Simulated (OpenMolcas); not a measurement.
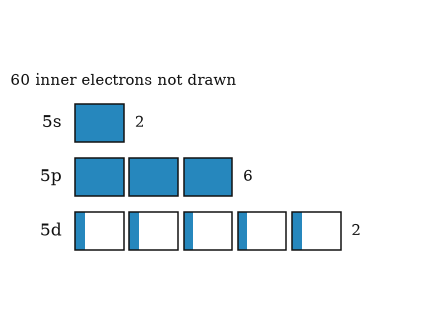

**Figure 1.** The outer shells of the leading configuration of the lowest level: a box for each of the 2l + 1 orbitals, shaded by the share of the shell that is filled, with the electron count at the right.

# Run report: Re⁵⁺ complex, multiconfigurational calculation

- system: Re⁵⁺ with 6 ligands (NH3; octahedron, 2 Å), with no charges around it.
- method: state-averaged SS-CASPT2, IPEA shift 0.25, imaginary shift 0.1 hartree, closed shells 5s 5p of the metal and the valence shells of the ligands correlated, active space 2 electrons in the shell 5d, basis ANO-RCC-VTZP on the metal and ANO-RCC-VDZP on the ligands, DKH2 scalar Hamiltonian, spin-orbit coupling by RASSI with atomic mean-field integrals (OpenMolcas)

Results in brief:

- outcome: converged
- energy of the lowest spin-free term: −17013.03136 hartree
- energy of the lowest spin-orbit level: −17013.04325 hartree
- CASPT2 correlation energy: −1.6229 hartree
- largest spread among components of a term: 90.9 cm⁻¹
- lowest reference weight: 0.682
- hardware: 1 thread of Intel Xeon @ 2.90GHz (Ice Lake), 192 GiB of memory available, shared host
- wall time: 14 min

Remarks:

The components of ³ (unassigned), which symmetry makes degenerate, are split by 91 cm⁻¹ in CASPT2. This is an artefact; the levels of such states rest on averages and are uncertain by about as much. Caveats: orbital doublet at a regular site, Jahn-Teller distortion not allowed for; covalent bonds, ligand orbitals missing from the active space; distances are set from ionic radii, not optimised.

The input:
```
&GATEWAY
Coord
25

Re 0.0 0.0 0.0
N 2.000000 0.000000 0.000000
H 2.382099 0.945728 0.000000
H 2.382099 -0.472864 0.819024
H 2.382099 -0.472864 -0.819024
N 0.000000 2.000000 0.000000
H 0.000000 2.382099 0.945728
H 0.819024 2.382099 -0.472864
H -0.819024 2.382099 -0.472864
N -2.000000 0.000000 0.000000
H -2.382099 -0.945728 0.000000
H -2.382099 0.472864 -0.819024
H -2.382099 0.472864 0.819024
N 0.000000 -2.000000 0.000000
H 0.000000 -2.382099 -0.945728
H -0.819024 -2.382099 0.472864
H 0.819024 -2.382099 0.472864
N 0.000000 0.000000 2.000000
H 0.945728 0.000000 2.382099
H -0.472864 0.819024 2.382099
H -0.472864 -0.819024 2.382099
N 0.000000 0.000000 -2.000000
H -0.945728 0.000000 -2.382099
H 0.472864 -0.819024 -2.382099
H 0.472864 0.819024 -2.382099
Basis=Re.ANO-RCC-VTZP,H.ANO-RCC-VDZP,N.ANO-RCC-VDZP
Group=XYZ
NoMove
AngMom=0.0 0.0 0.0
AMFI
RICD
&SEWARD
&RASSCF
FileOrb=start.orb
Symmetry=1
Spin=3
nActEl=2 0 0
Inactive=30 34
Ras2=5 0
CIRoot=10 10 1
SDav=10
CIMx=300
Iter=150 100
PrWF=0.3
OrbListing=Nothing
MaxOrb=0
LevShft=1.0
>>> COPY $Project.JobIph JOB001
&RASSCF
FileOrb=start.orb
Symmetry=1
Spin=1
nActEl=2 0 0
Inactive=30 34
Ras2=5 0
CIRoot=15 15 1
SDav=15
CIMx=300
Iter=150 100
PrWF=0.3
OrbListing=Nothing
MaxOrb=0
LevShft=1.0
>>> COPY $Project.JobIph JOB002
&RASSI
NrOfJobIphs=2 10 15
1 2 3 4 5 6 7 8 9 10
1 2 3 4 5 6 7 8 9 10 11 12 13 14 15
IphNames
JOB001
JOB002
EJob
SpinOrbit
DIPRint=1.0
SOCoupling=1000.0
Subsets=2
Property=9
'ANGMOM' 1 'ANGMOM' 2 'ANGMOM' 3 'MLTPL  1' 1 'MLTPL  1' 2 'MLTPL  1' 3
'AMFI' 1 'AMFI' 2 'AMFI' 3
SOProperty=3
'ANGMOM' 1 'ANGMOM' 2 'ANGMOM' 3
>>> COPY JOB001 $Project.JobIph
&CASPT2
Multistate=10 1 2 3 4 5 6 7 8 9 10
NoMult
Frozen=17 19
IPEA=0.25
Imaginary=0.1
MaxIter=60
WThr=0.0 0.3 0.05
PrWF=0.5
NoMix
>>> COPY JOB002 $Project.JobIph
&CASPT2
Multistate=15 1 2 3 4 5 6 7 8 9 10 11 12 13 14 15
NoMult
Frozen=17 19
IPEA=0.25
Imaginary=0.1
MaxIter=60
WThr=0.0 0.3 0.05
PrWF=0.5
NoMix
```

The file start.orb holds starting orbitals from an earlier step. A driver script formed the levels outside the program, from RASSI's spin-orbit matrix and the CASPT2 energies (for multi-state variants, the effective Hamiltonian), averaged over the components of each term or state. The log and the time are those of the CASPT2 step.

Run as:
```bash
OMP_NUM_THREADS=1 MOLCAS_MEM=2457 MOLCAS_PROJECT=a pymolcas a.inp > a.log  # once for each step of the input, in one work folder
```

Log (extracts):
```
--- CASPT2 ---
Orbital specifications:
      -----------------------

      Symmetry species                           1   2
                                                ag  au
      Frozen orbitals                           17  19
      Inactive orbitals                         13  15
      Active orbitals                            5   0
      Secondary orbitals                       103 106
      Deleted orbitals                           0   0
      Number of basis functions                138 140
Type of calculation                        SS-CASPT2
      Fock operator                              state-specific
      IPEA shift                                 0.25
      Real shift                                 0.00
      Imaginary shift                            0.10
      The input orbitals will be transformed to quasi-canonical
Reference energy:      -17011.4084425982
      E2 (Non-variational):      -1.6213745724
      Shift correction:          -0.0015388253
      E2 (Variational):          -1.6229133977
      Total energy:          -17013.0313559959
      Residual norm:              0.0000002151
      Reference weight:           0.68863
      Contributions to the CASPT2 correlation energy
      Active & Virtual Only:         -0.0046531373
      One Inactive Excited:          -0.1410606886
      Two Inactive Excited:          -1.4756607464
Reference energy:      -17011.4084425982
      E2 (Non-variational):      -1.6213821797
      Shift correction:          -0.0015392054
      E2 (Variational):          -1.6229213851
      Total energy:          -17013.0313639832
      Residual norm:              0.0000002132
      Reference weight:           0.68863
      Contributions to the CASPT2 correlation energy
      Active & Virtual Only:         -0.0046531550
      One Inactive Excited:          -0.1410692520
      Two Inactive Excited:          -1.4756597727
::    CASPT2 Root  1     Total energy: -17013.03135600
::    CASPT2 Root  2     Total energy: -17013.03136398
::    CASPT2 Root  3     Total energy: -17013.02958556
::    CASPT2 Root  4     Total energy: -17012.74124408
::    CASPT2 Root  5     Total energy: -17012.74130048
::    CASPT2 Root  6     Total energy: -17012.74033402
::    CASPT2 Root  7     Total energy: -17012.71744678
::    CASPT2 Root  8     Total energy: -17012.71703283
::    CASPT2 Root  9     Total energy: -17012.71602059
::    CASPT2 Root 10     Total energy: -17012.44135506
--- CASPT2 ---
Orbital specifications:
      -----------------------

      Symmetry species                           1   2
                                                ag  au
      Frozen orbitals                           17  19
      Inactive orbitals                         13  15
      Active orbitals                            5   0
      Secondary orbitals                       103 106
      Deleted orbitals                           0   0
      Number of basis functions                138 140
Type of calculation                        SS-CASPT2
      Fock operator                              state-specific
      IPEA shift                                 0.25
      Real shift                                 0.00
      Imaginary shift                            0.10
      The input orbitals will be transformed to quasi-canonical
Reference energy:      -17011.3640726707
      E2 (Non-variational):      -1.6337896178
      Shift correction:          -0.0015952105
      E2 (Variational):          -1.6353848283
      Total energy:          -17012.9994574991
      Residual norm:              0.0000001067
      Reference weight:           0.68542
      Contributions to the CASPT2 correlation energy
      Active & Virtual Only:         -0.0102924269
      One Inactive Excited:          -0.1436795488
      Two Inactive Excited:          -1.4798176421
Reference energy:      -17011.3628729775
      E2 (Non-variational):      -1.6341056698
      Shift correction:          -0.0015964971
      E2 (Variational):          -1.6357021669
      Total energy:          -17012.9985751444
      Residual norm:              0.0000001103
      Reference weight:           0.68542
      Contributions to the CASPT2 correlation energy
      Active & Virtual Only:         -0.0100311520
      One Inactive Excited:          -0.1438807069
      Two Inactive Excited:          -1.4801938109
::    CASPT2 Root  1     Total energy: -17012.99945750
::    CASPT2 Root  2     Total energy: -17012.99857514
::    CASPT2 Root  3     Total energy: -17012.99850126
::    CASPT2 Root  4     Total energy: -17012.99654652
::    CASPT2 Root  5     Total energy: -17012.99637620
::    CASPT2 Root  6     Total energy: -17012.94707807
::    CASPT2 Root  7     Total energy: -17012.71580742
::    CASPT2 Root  8     Total energy: -17012.71580373
::    CASPT2 Root  9     Total energy: -17012.71579500
::    CASPT2 Root 10     Total energy: -17012.70799838
::    CASPT2 Root 11     Total energy: -17012.70782279
::    CASPT2 Root 12     Total energy: -17012.70693329
::    CASPT2 Root 13     Total energy: -17012.41436807
::    CASPT2 Root 14     Total energy: -17012.41433512
::    CASPT2 Root 15     Total energy: -17012.38122063
```

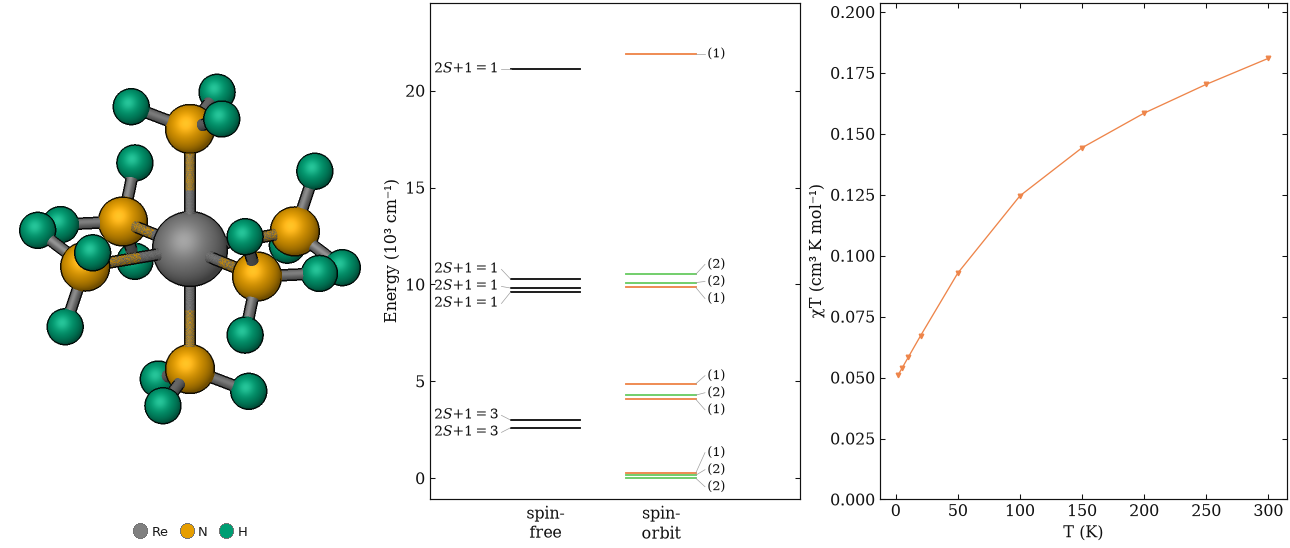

**Figure 2.** Re⁵⁺ (5d²) with 6 ligands, NH₃, at 2 Å (arrangement: octahedron, Ci), and its levels and susceptibility. Labels give the representation in O, Td, D4 or D3 as the site allows (double group for half-integer spin) where it could be assigned and, in brackets, the degeneracy; spin-free states, where drawn, share the zero of the spin-orbit levels. Powder susceptibility by Van Vleck's formula. The ground level is doubly degenerate, 94 % from states of spin multiplicity 3. Its principal g values are 0.00, 0.00 and 1.26, easy-axis. The next level lies at 155 cm⁻¹. χT is 0.0511 cm³ K mol⁻¹ at 2 K and 0.181 at 300 K, an effective moment of 1.20 μB.
